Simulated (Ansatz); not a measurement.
# doublet SiH3 at 6 levels

Aim: a comparison of 6 runs (UHF/6-31G, U-r2SCAN/3-21G, U-wB97X/6-31G, UB2PLYP/6-31G, UBHLYP/3-21G, UCCSDTQ/6-31G) of doublet SiH3. 

The calculation is run with Ansatz 0.2.0.

2 further runs of the same task are left out: 2 set aside as unsound or not needed.

## 1. The structure to begin with

The species is SiH3 (4 atoms), meant as a doublet with charge 0. As SMILES of the parent species, `[SiH3-]`. The coordinates come from a PBE0-D4/def2-TZVPD relaxation. That shape belongs to the parent species and isn't relaxed for this state.

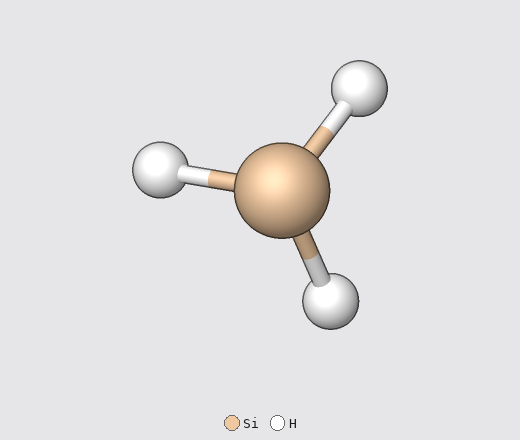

Viewed from a chosen angle; silicon light orange, hydrogen white.

## 2. A single-point energy at UHF/6-31G (run 1)

molecule.yaml reads:

```yaml
crystal:
  periodic: [false, false, false]
  atoms:
    - {symbol: Si, position_ang: [0.539700, -0.050700, -0.300900]}
    - {symbol: H, position_ang: [0.426600, 0.622300, 1.085900]}
    - {symbol: H, position_ang: [-0.298500, -1.283700, 0.106800]}
    - {symbol: H, position_ang: [-0.667800, 0.712200, -0.891800]}
basis:
  gaussian: {orbitals: 6-31G}
magnetization: {spin_polarized: true, initial_magnetization: 1}
hamiltonian: {xc: hf}
accuracy: high
```

Launch:

```
ansatz run molecule.yaml --threads 1 --pin off --max-ram 2610MiB --events-out events.jsonl --progress --plain --runs-dir runs
```

What it wrote:

```text
Warning: RAYON_NUM_THREADS=1 ignored (pool sized by the plan → 1); use --threads N
Functional definition: HF
  name "HF"
  exchange = exact_x
  correlation = 0
414 factors; integrals over basis functions are off by at most 3.8e-9 eV
mean field evaluation 1: about -7905.7260 eV, gradient 5.1e0 eV
mean field evaluation 2: about -7905.7286 eV, gradient 5.1e0 eV
mean field evaluation 4: about -7906.0786 eV, gradient 4.9e-1 eV
mean field evaluation 8: about -7906.0887 eV, gradient 9.1e-3 eV
mean field -7906.08872558 eV, -290.5434017257 hartree, gradient 8.6e-8 eV, S^2 0.753879; 0 other end points of the search recorded, 0 dependent functions left out
reference -7906.08872558 eV, -290.5434017257 hartree; 9, 8 occupied and 10, 11 virtual orbitals, 414 factors
Total energy: -7906.08872558 eV, -290.5434017257 hartree
```

Wall time 0.16 s (1 thread of Intel Xeon Platinum 8488C (Sapphire Rapids), shared host).

## 3. The energy at U-r2SCAN/3-21G (run 2)

job.yaml reads:

```yaml
crystal:
  periodic: [false, false, false]
  atoms:
    - symbol: Si
      position_ang: [0.539700, -0.050700, -0.300900]
    - symbol: H
      position_ang: [0.426600, 0.622300, 1.085900]
    - symbol: H
      position_ang: [-0.298500, -1.283700, 0.106800]
    - symbol: H
      position_ang: [-0.667800, 0.712200, -0.891800]
basis:
  gaussian:
    orbitals: 3-21G.json
magnetization:
  spin_polarized: true
  initial_magnetization: 1
hamiltonian:
  xc: r2scan
accuracy: high
```

The basis set 3-21G is read from a file made from the Basis Set Exchange's data (not shown).

Launch:

```
ansatz run job.yaml --threads 1 --pin off --max-ram 2610MiB --events-out events.jsonl --progress --plain --runs-dir runs
```

What it wrote:

```text
Warning: RAYON_NUM_THREADS=1 ignored (pool sized by the plan → 1); use --threads N
Functional definition: r2SCAN
  name "r2SCAN"
  parameter k0 = 0.174
  parameter k1 = 0.065
  parameter a1 = 4.9479
  exchange = r2scan_x(k0 = k0, k1 = k1, a1 = a1)
  correlation = r2scan_c
377 factors; integrals over basis functions are off by at most 4.0e-9 eV
mean field evaluation 1: about -7880.5966 eV, gradient 4.2e0 eV
mean field evaluation 2: about -7880.7073 eV, gradient 2.7e0 eV
mean field evaluation 4: about -7880.7802 eV, gradient 1.1e-1 eV
mean field evaluation 8: about -7880.7687 eV, gradient 4.3e-3 eV
mean field evaluation 16: about -7880.7687 eV, gradient 9.5e-8 eV
mean field -7880.76874681 eV, -289.6129096682 hartree, gradient 9.5e-8 eV, S^2 0.752561; 0 other end points of the search recorded, 0 dependent functions left out
reference -7880.76874827 eV, -289.6129097221 hartree; 9, 8 occupied and 10, 11 virtual orbitals, 377 factors
Total energy: -7880.76874827 eV, -289.6129097221 hartree
```

Run time: 1.7 s. Hardware: 1 thread of Intel Xeon Platinum 8488C (Sapphire Rapids), shared host; peak memory 0.19 GiB.

Run 3 isn't shown in full; the table further down has it.

## 4. A single-point energy at UB2PLYP/6-31G (run 4)

run.yaml reads:

```yaml
crystal:
  periodic: [false, false, false]
  atoms:
    - {symbol: Si, position_ang: [0.539700, -0.050700, -0.300900]}
    - {symbol: H, position_ang: [0.426600, 0.622300, 1.085900]}
    - {symbol: H, position_ang: [-0.298500, -1.283700, 0.106800]}
    - {symbol: H, position_ang: [-0.667800, 0.712200, -0.891800]}
basis:
  gaussian: {orbitals: 6-31G}
magnetization: {spin_polarized: true, initial_magnetization: 1}
hamiltonian: {xc: {name: B2PLYP}}
correlation: {frozen_orbitals: {H: 0, Si: 5}}
accuracy: high
```

Launch:

```
ansatz run run.yaml --threads 1 --pin off --max-ram 2610MiB --events-out events.jsonl --progress --plain --runs-dir runs
```

What it wrote (excerpt; [...] marks lines left out):

```text
Warning: RAYON_NUM_THREADS=1 ignored (pool sized by the plan → 1); use --threads N
Functional definition: B2PLYP
  name "B2PLYP"
[...]
414 factors; integrals over basis functions are off by at most 3.8e-9 eV
[...]
mean field -7918.20795230 eV, -290.9887750930 hartree, gradient 6.4e-8 eV, S^2 0.750968; 0 other end points of the search recorded, 0 dependent functions left out
5 core orbitals not correlated: weight in the atoms' cores, before any rotation towards them, 1.000 or more for the frozen orbitals, at most 0.000 for the correlated occupied ones
reference -7918.20797200 eV, -290.9887758169 hartree; 4, 3 occupied and 10, 11 virtual orbitals, 414 factors
second order -1.78263701 eV of doubles, -0.00000000 eV of singles
Total energy: -7918.68928399 eV, -291.0064637064 hartree
```

Wall time 1 s (1 thread of Intel Xeon Platinum 8488C (Sapphire Rapids), shared host); peak memory 0.13 GiB.

Run 5 isn't shown in full; the table further down has it.

## 5. The energy at UCCSDTQ/6-31G (run 6)

in.yaml reads:

```yaml
crystal:
  periodic: [false, false, false]
  atoms:
    - {symbol: Si, position_ang: [0.539700, -0.050700, -0.300900]}
    - {symbol: H, position_ang: [0.426600, 0.622300, 1.085900]}
    - {symbol: H, position_ang: [-0.298500, -1.283700, 0.106800]}
    - {symbol: H, position_ang: [-0.667800, 0.712200, -0.891800]}
basis:
  gaussian: {orbitals: 6-31G}
accuracy: high
magnetization: {spin_polarized: true, initial_magnetization: 1}
scf: {omitted_lower_state_checks: [cluster_reference, increment]}
correlation: {method: ccsdtq, frozen_orbitals: {H: 0, Si: 5}}
```

Launch:

```
ansatz run in.yaml --threads 1 --pin off --max-ram 2610MiB --events-out events.jsonl --progress --plain --runs-dir runs
```

What it wrote (excerpt; [...] marks lines left out):

```text
Warning: RAYON_NUM_THREADS=1 ignored (pool sized by the plan → 1); use --threads N
Functional definition: HF
  name "HF"
[...]
414 factors; integrals over basis functions are off by at most 3.8e-9 eV
[...]
mean field -7906.08872558 eV, -290.5434017257 hartree, gradient 8.6e-8 eV, S^2 0.753879; 0 other end points of the search recorded, 0 dependent functions left out
5 core orbitals not correlated: weight in the atoms' cores, before any rotation towards them, 1.000 or more for the frozen orbitals, at most 0.000 for the correlated occupied ones
reference -7906.08872558 eV, -290.5434017257 hartree; 4, 3 occupied and 10, 11 virtual orbitals, 414 factors
second order -1.38523472 eV of doubles, -0.00000000 eV of singles
cycle   1  -1.76709068 eV  change   -3.8e-1 eV  update   5.6e-2
[...]
cycle  21  -2.01394384 eV  change   2.4e-10 eV  update  3.7e-10
Total energy: -7908.10266942 eV, -290.6174127968 hartree
Checks for a lower state left out: cluster_reference, increment
```

It took 7.2 s on 1 thread of Intel Xeon Platinum 8488C (Sapphire Rapids), shared host; peak memory 0.12 GiB.

## 6. Overview of the runs

```tsv
run	level	frozen core orbitals	energy (Eh)	⟨S²⟩	wall time
1	UHF/6-31G	–	-290.543402	0.754	0.16 s
2	U-r2SCAN/3-21G	–	-289.612910	0.753	1.7 s
3	U-wB97X/6-31G	–	-291.150064	0.751	5.1 s
4	UB2PLYP/6-31G	5	-291.006464	0.751	1 s
5	UBHLYP/3-21G	–	-289.655505	0.750	0.83 s
6	UCCSDTQ/6-31G	5	-290.617413	0.754	7.2 s
```

## 7. Results

| quantity | value |
| --- | --- |
| run 6: total energy | -290.61741 Eh |
| run 6: correlation energy (5 core orbitals frozen) | -74.0 mEh |
| run 6: ⟨S²⟩ of the reference determinant | 0.754 |
| run 6: T1 diagnostic | 0.009 |

In words: Totals of different functionals can't be ranked against each other. All runs together took 16 s, the longest 7.2 s.
